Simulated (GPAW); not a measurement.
## MnGe15 (Ge32 Mn2 d4p00): which magnetic order is lowest

Does MnGe15 (Ge32 Mn2 d4p00) prefer parallel or opposed moments, or none?

Main program and level: GPAW 26.7.0; PBE; plane waves with GPAW's PAW setups, scalar-relativistic.

### Step 1. The structure

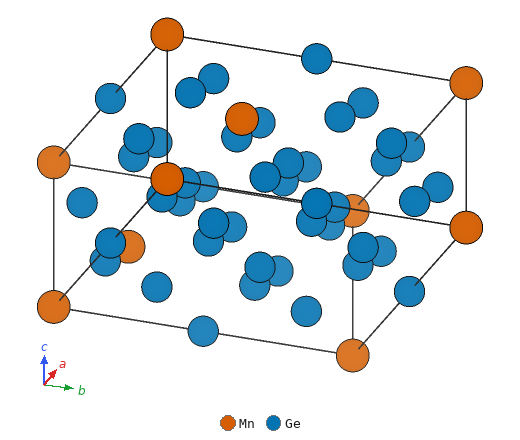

The starting structure, seen from a free direction (manganese orange, germanium blue). Some periodic images of atoms are drawn too.

The cell is a made-up one and need not be a known phase.

### Step 2. Order 1, typed as ferro ++

Parallel moments need no larger cell; this start tests for a ferromagnetic state only.

Input file order1.py:

```python
import json
import numpy as np
from ase import Atoms
from ase.parallel import paropen, parprint
from gpaw import GPAW

atoms = Atoms(['Mn', 'Ge', 'Mn', 'Ge', 'Ge', 'Ge', 'Ge', 'Ge', 'Ge', 'Ge', 'Ge', 'Ge', 'Ge', 'Ge', 'Ge', 'Ge', 'Ge', 'Ge', 'Ge', 'Ge', 'Ge', 'Ge', 'Ge', 'Ge', 'Ge', 'Ge', 'Ge', 'Ge', 'Ge', 'Ge', 'Ge', 'Ge'],
    cell=[[11.316, 0.0, 0.0],
         [0.0, 11.316, 0.0],
         [0.0, 0.0, 5.658]],
    scaled_positions=[[0.0, 0.0, 0.0],
         [0.125, 0.125, 0.25],
         [0.0, 0.25, 0.5],
         [0.125, 0.375, 0.75],
         [0.25, 0.0, 0.5],
         [0.375, 0.125, 0.75],
         [0.25, 0.25, 0.0],
         [0.375, 0.375, 0.25],
         [0.0, 0.5, 0.0],
         [0.125, 0.625, 0.25],
         [0.0, 0.75, 0.5],
         [0.125, 0.875, 0.75],
         [0.25, 0.5, 0.5],
         [0.375, 0.625, 0.75],
         [0.25, 0.75, 0.0],
         [0.375, 0.875, 0.25],
         [0.5, 0.0, 0.0],
         [0.625, 0.125, 0.25],
         [0.5, 0.25, 0.5],
         [0.625, 0.375, 0.75],
         [0.75, 0.0, 0.5],
         [0.875, 0.125, 0.75],
         [0.75, 0.25, 0.0],
         [0.875, 0.375, 0.25],
         [0.5, 0.5, 0.0],
         [0.625, 0.625, 0.25],
         [0.5, 0.75, 0.5],
         [0.625, 0.875, 0.75],
         [0.75, 0.5, 0.5],
         [0.875, 0.625, 0.75],
         [0.75, 0.75, 0.0],
         [0.875, 0.875, 0.25]],
    pbc=True,
    magmoms=[4.5, 0.0, 4.5, 0.0, 0.0, 0.0, 0.0, 0.0, 0.0, 0.0, 0.0, 0.0, 0.0, 0.0, 0.0, 0.0, 0.0, 0.0, 0.0, 0.0, 0.0, 0.0, 0.0, 0.0, 0.0, 0.0, 0.0, 0.0, 0.0, 0.0, 0.0, 0.0])
atoms.calc = GPAW(mode={'name': 'pw', 'ecut': 450},
    xc='PBE',
    kpts={'size': (3, 3, 5), 'gamma': True},
    occupations={'name': 'fermi-dirac', 'width': 0.05},
    convergence={'density': 1e-05, 'energy': 1e-05},
    maxiter=200,
    mixer={'name': 'pulay', 'beta': 0.05, 'nmaxold': 6, 'weight': 50},
    symmetry={'tolerance': 1e-4},
    txt='order1.txt')
e = atoms.get_potential_energy(force_consistent=True)
res = {'free_energy': e, 'energy_sigma0': atoms.get_potential_energy(), 'fermi_energy': atoms.calc.get_fermi_level()}
res['moments'] = atoms.get_magnetic_moments().tolist()
res['total'] = atoms.get_magnetic_moment()
parprint('site moments (muB):', np.round(res['moments'], 3))
parprint(f"total moment: {res['total']:.3f} muB")
parprint(f'free energy: {e:.6f} eV')
atoms.calc.write('order1.gpw')
with paropen('results.json', 'w') as f:
    json.dump(res, f)
```

Command:

```sh
> OMP_NUM_THREADS=1 mpirun -n 4 gpaw python order1.py > order1.log
```

Numbers of over 12 decimals in the logs are rounded to 6 here.

Output:

```text
site moments (muB): [ 3.191e+00 -9.000e-02  3.191e+00 -4.300e-02  6.000e-03 -7.000e-03
  6.000e-03 -4.000e-03 -1.000e-03 -3.000e-03 -1.000e-03 -4.300e-02
 -1.000e-03 -5.000e-03 -1.000e-03 -4.000e-03 -5.000e-03 -7.000e-03
 -5.000e-03 -4.000e-03  6.000e-03 -9.000e-02  6.000e-03 -4.300e-02
 -4.000e-03 -5.000e-03 -4.000e-03 -4.000e-03 -1.000e-03 -3.000e-03
 -1.000e-03 -4.300e-02]
total moment: 6.111 muB
free energy: -151.143787 eV

--- order1.txt ---
Input parameters:
  mode=PW(ecut=450),
  convergence={'density': 1e-05, 'energy': 1e-05},
  kpts=MonkhorstPack(size=(3, 3, 5), gamma=True),
  maxiter=200,
  mixer=Pulay(name='pulay', nmaxold=6, beta=0.05, weight=50, sigma=0.015, g_ss=None),
  occupations=Occupations(name='fermi-dirac', width=0.05),
  symmetry=Symmetry(tolerance=0.0001),
  xc=XC(name='PBE')

Diagonalizing LCAO Hamiltonian
Converting LCAO to pw mode
        .---------------------------.
       /|                           |
      / |                           |
     /  |  Ge            Ge         |
    /   |       Ge            Ge    |
   /  Ge|           Ge              |
  /    Ge         Ge Ge         Ge  |
 *      .--Ge------------Ge---------.
 |     / Ge Ge         Ge Ge       /
 | Mn /      Ge  Ge        Ge     /
 |   Ge Ge    Ge   Ge Ge    Ge   /
 |  /Ge            Ge           /
 | /      Ge            Ge     /
 |/                           /
 Mn------------Ge------------*

Atoms  # Å, Bohr magnetons
|    | symbol |        x |        y |        z |    initial magnetic moments |
|----|--------|----------|----------|----------|-----------------------------|
|  0 |     Mn | 0.000000 | 0.000000 | 0.000000 | ( 0.0000,  0.0000,  4.5000) |
|  1 |     Ge | 1.414500 | 1.414500 | 1.414500 | ( 0.0000,  0.0000,  0.0000) |
|  2 |     Mn | 0.000000 | 2.829000 | 2.829000 | ( 0.0000,  0.0000,  4.5000) |
|  3 |     Ge | 1.414500 | 4.243500 | 4.243500 | ( 0.0000,  0.0000,  0.0000) |
|  4 |     Ge | 2.829000 | 0.000000 | 2.829000 | ( 0.0000,  0.0000,  0.0000) |
|  5 |     Ge | 4.243500 | 1.414500 | 4.243500 | ( 0.0000,  0.0000,  0.0000) |
|  6 |     Ge | 2.829000 | 2.829000 | 0.000000 | ( 0.0000,  0.0000,  0.0000) |
|  7 |     Ge | 4.243500 | 4.243500 | 1.414500 | ( 0.0000,  0.0000,  0.0000) |
|  8 |     Ge | 0.000000 | 5.658000 | 0.000000 | ( 0.0000,  0.0000,  0.0000) |
|  9 |     Ge | 1.414500 | 7.072500 | 1.414500 | ( 0.0000,  0.0000,  0.0000) |
| 10 |     Ge | 0.000000 | 8.487000 | 2.829000 | ( 0.0000,  0.0000,  0.0000) |
| 11 |     Ge | 1.414500 | 9.901500 | 4.243500 | ( 0.0000,  0.0000,  0.0000) |
| 12 |     Ge | 2.829000 | 5.658000 | 2.829000 | ( 0.0000,  0.0000,  0.0000) |
| 13 |     Ge | 4.243500 | 7.072500 | 4.243500 | ( 0.0000,  0.0000,  0.0000) |
| 14 |     Ge | 2.829000 | 8.487000 | 0.000000 | ( 0.0000,  0.0000,  0.0000) |
| 15 |     Ge | 4.243500 | 9.901500 | 1.414500 | ( 0.0000,  0.0000,  0.0000) |
| 16 |     Ge | 5.658000 | 0.000000 | 0.000000 | ( 0.0000,  0.0000,  0.0000) |
| 17 |     Ge | 7.072500 | 1.414500 | 1.414500 | ( 0.0000,  0.0000,  0.0000) |
[...]
| 22 |     Ge | 8.487000 | 2.829000 | 0.000000 | ( 0.0000,  0.0000,  0.0000) |
| 23 |     Ge | 9.901500 | 4.243500 | 1.414500 | ( 0.0000,  0.0000,  0.0000) |
| 24 |     Ge | 5.658000 | 5.658000 | 0.000000 | ( 0.0000,  0.0000,  0.0000) |
| 25 |     Ge | 7.072500 | 7.072500 | 1.414500 | ( 0.0000,  0.0000,  0.0000) |
| 26 |     Ge | 5.658000 | 8.487000 | 2.829000 | ( 0.0000,  0.0000,  0.0000) |
| 27 |     Ge | 7.072500 | 9.901500 | 4.243500 | ( 0.0000,  0.0000,  0.0000) |
| 28 |     Ge | 8.487000 | 5.658000 | 2.829000 | ( 0.0000,  0.0000,  0.0000) |
| 29 |     Ge | 9.901500 | 7.072500 | 4.243500 | ( 0.0000,  0.0000,  0.0000) |
| 30 |     Ge | 8.487000 | 8.487000 | 0.000000 | ( 0.0000,  0.0000,  0.0000) |
| 31 |     Ge | 9.901500 | 9.901500 | 1.414500 | ( 0.0000,  0.0000,  0.0000) |

Unit cell  # Å
| periodic |         x |         y |        z |   lengths |    angles |
|----------|-----------|-----------|----------|-----------|-----------|
|      yes | 11.316000 |  0.000000 | 0.000000 | 11.316000 | 90.000000 |
|      yes |  0.000000 | 11.316000 | 0.000000 | 11.316000 | 90.000000 |
|      yes |  0.000000 |  0.000000 | 5.658000 |  5.658000 | 90.000000 |

Number of symmetries: 2

BZ-sampling:
  Number of BZ points: 45
  Number of IBZ points: 16

  Monkhorst-Pack size: [3, 3, 5]
  Monkhorst-Pack shift: [0, 0, 0]

K-points  # in reciprocal-cell coordinates
|     |                                coordinates |     weight |
|-----|--------------------------------------------|------------|
|   0 | (  0.00000000,   0.00000000,   0.00000000) | 0.02222222 |
|   1 | (  0.00000000,   0.00000000,   0.20000000) | 0.04444444 |
|   2 | (  0.00000000,   0.00000000,   0.40000000) | 0.04444444 |
|   3 | (  0.00000000,   0.33333333,   0.00000000) | 0.04444444 |
|   4 | (  0.00000000,   0.33333333,   0.20000000) | 0.08888889 |
|   5 | (  0.00000000,   0.33333333,   0.40000000) | 0.08888889 |
|   6 | (  0.33333333,   0.00000000,  -0.40000000) | 0.04444444 |
|   7 | (  0.33333333,   0.00000000,  -0.20000000) | 0.04444444 |
|   8 | (  0.33333333,   0.00000000,   0.00000000) | 0.04444444 |
|   9 | (  0.33333333,   0.00000000,   0.20000000) | 0.04444444 |
| ... |                                            |            |
|  15 | (  0.33333333,   0.33333333,   0.40000000) | 0.08888889 |

Plane wave coefficients: 15740
Cutoff: 450.000000 eV

Spin-components: 2 (collinear spins)
Bands:           100
Projectors:      162
Spin-degeneracy: 1
Datatype:        complex128

Parallelization:
  kpt:    4
  domain: 1
  band:   1

Density:
  Valence electrons: 150.0
  Components: 2
  Grid points: [56 56 28]
  Charge: 0.0  # |e|

Potential:
  Grid points: [56 56 28]

species:
  Mn:
    name:    Manganese
    Z:       25.0
    valence: 15
    core:    10
    charge:  0.0  # [|e|]
    compensation charges:
      type: gauss
      rc: 0.38  # [Å]
      lmax: 2
    cutoffs:
      filter: 2.14  # [Å]
      core: 0.86  # [Å]
    projectors
    | kind |    occ | energy [eV] | rcut [Å] |
    |------|--------|-------------|----------|
    |   3s |  2.000 |     -85.859 |    1.275 |
    |   4s |  2.000 |      -5.106 |    1.275 |
    |   3p |  6.000 |     -54.597 |    1.281 |
    |   4p |  0.000 |      -1.371 |    1.281 |
    |   3d |  5.000 |      -6.771 |    1.138 |
    |    d |        |      20.441 |    1.138 |

    Using partial waves for Mn as LCAO basis

  Ge:
    name:    Germanium
    Z:       32.0
    valence: 4
    core:    28
    charge:  0.0  # [|e|]
    compensation charges:
      type: gauss
      rc: 0.32  # [Å]
      lmax: 2
    cutoffs:
      filter: 1.77  # [Å]
      core: 3.42  # [Å]
    projectors
    | kind |    occ | energy [eV] | rcut [Å] |
    |------|--------|-------------|----------|
    |   4s |  2.000 |     -11.726 |    1.005 |
    |   4p |  2.000 |      -3.896 |    1.005 |
    |    s |        |      15.485 |    1.005 |
    |    p |        |      23.315 |    1.005 |
    |    d |        |       0.000 |    1.005 |

    Using partial waves for Ge as LCAO basis

Reference energy: -1775957.311721  # eV

eigensolver:
  PPCG
  Converge bands: occupied
  niter=2

density mixing:
  Pulay-Mixer
  Linear mixing parameters: 0.05
  Old densities: 6
  Fourier metric: weight=50, sigma=0.015

occupation numbers:
  Fermi-Dirac:
    width: 0.0500  # eV

poisson solver:
  ecut: 3600.000000  # eV

xc functional:
  name: PBE with 2 nearest neighbor stencil

convergence criteria:
- Maximum integral of absolute [dens]ity change: 1e-05 electrons / valence electron
- Maximum [total energy] change in last 3 cyles: 1e-05 eV / valence electron
- Maximum integral of absolute [eigenst]ate change: 4e-08 eV^2 / valence electron
maximum number of iterations: 200

SCF iterations
|iter     |      energy | eigst |  dens |  magmom |
|---------|-------------|-------|-------|---------|
|iter:   1|       0s | -152.028702 | +0.04 |       |  +9.0194|
|iter:   2|      46s | -151.130518 | -1.39 | -0.89 |  +8.8943|
|iter:   3|      91s | -151.023652 | -2.23 | -0.94 |  +8.7354|
|iter:   4|     139s | -151.306487 | -1.35 | -0.98 |  +7.0619|
|iter:   5|     186s | -151.080561 | -2.25 | -1.51 |  +6.9796|
|iter:   6|     232s | -151.106021 | -2.48 | -1.63 |  +6.6798|
|iter:   7|     277s | -151.105058 | -3.50 | -1.88 |  +6.6375|
|iter:   8|     323s | -151.113098 | -3.11 | -1.92 |  +6.3681|
|iter:   9|     370s | -151.111504 | -4.46 | -2.24 |  +6.3822|
|iter:  10|     415s | -151.114427 | -3.67 | -2.25 |  +6.3064|
[... 14 iterations left out ...]
|iter:  25|    1049s | -151.121651c| -7.52c| -3.98 |  +6.1068|
|iter:  26|    1093s | -151.121646c| -7.63c| -4.10 |  +6.1089|
|iter:  27|    1118s | -151.121646c| -8.68c| -4.22 |  +6.1090|
|iter:  28|    1154s | -151.121646c| -7.54c| -4.24 |  +6.1102|
|iter:  29|    1179s | -151.121645c| -7.97c| -4.45 |  +6.1105|
|iter:  30|    1201s | -151.121644c| -8.15c| -4.56 |  +6.1105|
|iter:  31|    1225s | -151.121644c| -8.54c| -4.63 |  +6.1107|
|iter:  32|    1246s | -151.121644c| -8.18c| -4.69 |  +6.1108|
|iter:  33|    1268s | -151.121645c| -8.45c| -4.93 |  +6.1107|
|iter:  34|    1290s | -151.121646c| -8.53c| -5.05c|  +6.1106|

Converged in 34 steps
Energy contributions relative to reference atoms: (reference = -1775957.311721)

Energy contributions:
  Kinetic:         401.641134
  Coulomb:        -358.567120
  Zero:              0.469203
  External:          0.000000
  Xc:             -194.642721
  Entropy:          -0.044282
  Spinorbit:         0.000000
  ----------------------------
  Free energy:    -151.143787
  Extrapolated:   -151.121646

dipole moment: (-124.474339, -135.949387, -141.789656)  # |e|*Ang

Total magnetic moment: (0.000000, 0.000000, 6.110569)

Local magnetic moments
|        x |        y |         z |
|----------|----------|-----------|
| 0.000000 | 0.000000 |  3.191036 |  # Mn   0
| 0.000000 | 0.000000 | -0.089598 |  # Ge   1
| 0.000000 | 0.000000 |  3.191036 |  # Mn   2
| 0.000000 | 0.000000 | -0.042941 |  # Ge   3
| 0.000000 | 0.000000 |  0.006093 |  # Ge   4
| 0.000000 | 0.000000 | -0.006612 |  # Ge   5
| 0.000000 | 0.000000 |  0.006093 |  # Ge   6
| 0.000000 | 0.000000 | -0.004339 |  # Ge   7
| 0.000000 | 0.000000 | -0.001362 |  # Ge   8
| 0.000000 | 0.000000 | -0.003374 |  # Ge   9
| 0.000000 | 0.000000 | -0.001362 |  # Ge  10
| 0.000000 | 0.000000 | -0.042941 |  # Ge  11
| 0.000000 | 0.000000 | -0.000831 |  # Ge  12
| 0.000000 | 0.000000 | -0.005251 |  # Ge  13
| 0.000000 | 0.000000 | -0.000831 |  # Ge  14
| 0.000000 | 0.000000 | -0.004339 |  # Ge  15
[...]
| 0.000000 | 0.000000 |  0.006093 |  # Ge  22
| 0.000000 | 0.000000 | -0.042941 |  # Ge  23
| 0.000000 | 0.000000 | -0.004095 |  # Ge  24
| 0.000000 | 0.000000 | -0.005251 |  # Ge  25
| 0.000000 | 0.000000 | -0.004095 |  # Ge  26
| 0.000000 | 0.000000 | -0.004339 |  # Ge  27
| 0.000000 | 0.000000 | -0.000831 |  # Ge  28
| 0.000000 | 0.000000 | -0.003374 |  # Ge  29
| 0.000000 | 0.000000 | -0.000831 |  # Ge  30
| 0.000000 | 0.000000 | -0.042941 |  # Ge  31

Fermi level: 5.407
Eigenvalues  # (at kpt = [0.000, 0.000, 0.000])
| band index |      eig [eV] | occ [0-1] |      eig [eV] | occ [0-1] |
|------------|---------------|-----------|---------------|-----------|
|          0 |       -75.265 |     1.000 |       -71.738 |     1.000 |
|        ... |               |           |               |           |
|         67 |         3.885 |     1.000 |         4.540 |     1.000 |
|         68 |         3.932 |     1.000 |         4.792 |     1.000 |
|         69 |         3.993 |     1.000 |         5.246 |     0.962 |
|         70 |         4.036 |     1.000 |         5.387 |     0.601 |
|         71 |         4.132 |     1.000 |         5.389 |     0.589 |
|         72 |         4.170 |     1.000 |         5.785 |     0.001 |
|         73 |         4.829 |     1.000 |         5.794 |     0.000 |
|         74 |         4.865 |     1.000 |         6.211 |     0.000 |
|         75 |         4.887 |     1.000 |         6.314 |     0.000 |
|         76 |         5.104 |     0.998 |         6.436 |     0.000 |
|         77 |         5.245 |     0.963 |         6.495 |     0.000 |
|         78 |         5.570 |     0.037 |         6.540 |     0.000 |
|         79 |         6.368 |     0.000 |         6.624 |     0.000 |
|         80 |         6.622 |     0.000 |         6.738 |     0.000 |
|         81 |         6.693 |     0.000 |         6.760 |     0.000 |
|         82 |         6.717 |     0.000 |         6.969 |     0.000 |
|        ... |               |           |               |           |
|         99 |         8.828 |     0.000 |         8.910 |     0.000 |

No gap
No difference between direct/indirect transitions
```

Wall time 23 min (4 MPI ranks of Intel Xeon at 2.70GHz, shared host); peak memory 2.7 GiB.

Spin moment in the augmentation sphere by element, in μB:

| element | atoms | mean | spread (r.m.s.) | least | largest |
| --- | --- | --- | --- | --- | --- |
| Mn | 2 | 3.19 | 0.00 | 3.19 | 3.19 |
| Ge | 30 | -0.01 | 0.02 | -0.09 | 0.01 |

The atoms farthest from the mean of their element:

| atom | x, y, z (Å) | spin moment in the augmentation sphere (μB) |
| --- | --- | --- |
| Ge2 | 1.41, 1.41, 1.41 | -0.09 |
| Ge22 | 9.90, 1.41, 4.24 | -0.09 |
| Ge12 | 1.41, 9.90, 4.24 | -0.04 |
| Ge4 | 1.41, 4.24, 4.24 | -0.04 |
| Ge24 | 9.90, 4.24, 1.41 | -0.04 |
| Ge32 | 9.90, 9.90, 1.41 | -0.04 |
| Ge5 | 2.83, 0.00, 2.83 | 0.01 |
| Ge7 | 2.83, 2.83, 0.00 | 0.01 |

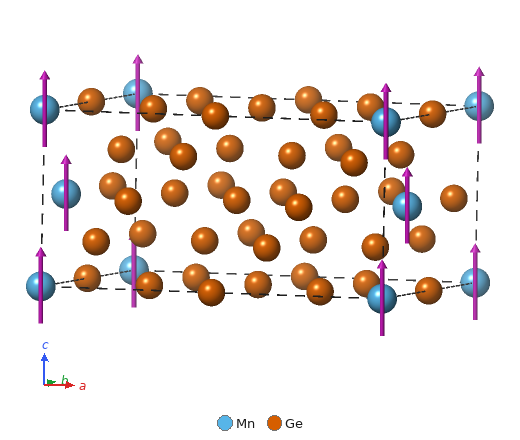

Spin moment in the augmentation sphere as arrows, the longest 3.19 μB. Up and down stand for the sign. Arrows give size and sign along the axis of quantisation, drawn up and down the page. Some periodic images of atoms are drawn too.

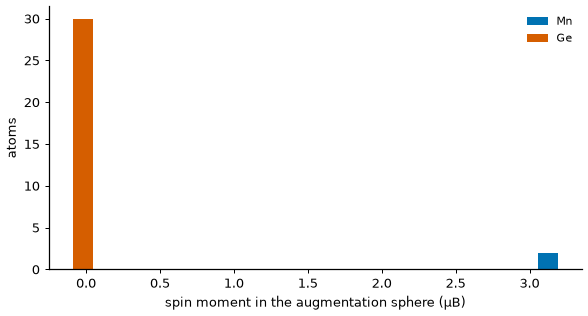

Spin moment in the augmentation sphere as a stacked histogram.

This step gave:

```yaml
magnetization: 6.111 μB
final_state: ferromagnetic
```

After 34 cycles the largest moment stands at 3.19 μB.

(Continued in part 2 of 2.)

[Logs and program files are shortened in this print: banners, set-up blocks, solver, clock and traceback lines can be left out without a mark of their own.]

[Logs are printed without paths, hosts, clocks, repeated set-up lines and the standing remarks that a program may print on its own settings, such as how far it seeks lower states.]

[Hosts, paths, dates, database ids (printed as entryN), source tags and the programs' standing remarks are cut or masked in the printed files.]

[Where a cell is said to come from a database of computed structures, the database is the Materials Project.]
